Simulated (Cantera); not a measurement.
Charge: 1 mol Zr, 2.3 mol N2O, 0.92 mol N2, held at 0.460 bar.

These are equilibrium values from Cantera (NASA tables, ideal gas, pure condensed phases), not measurements of a reactor. Candidate condensed phases: Zr, ZrN, ZrO2; 13 gas species. Kinetics and transport are ignored.

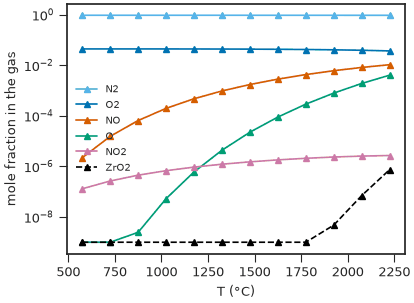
Equilibrium gas composition (values under 1e-9 drawn at 1e-9)

From 575 °C to 1175 °C the condensed part is ZrO2(monoclinic). From 1325 °C to 2225 °C the condensed part is ZrO2(tetragonal).
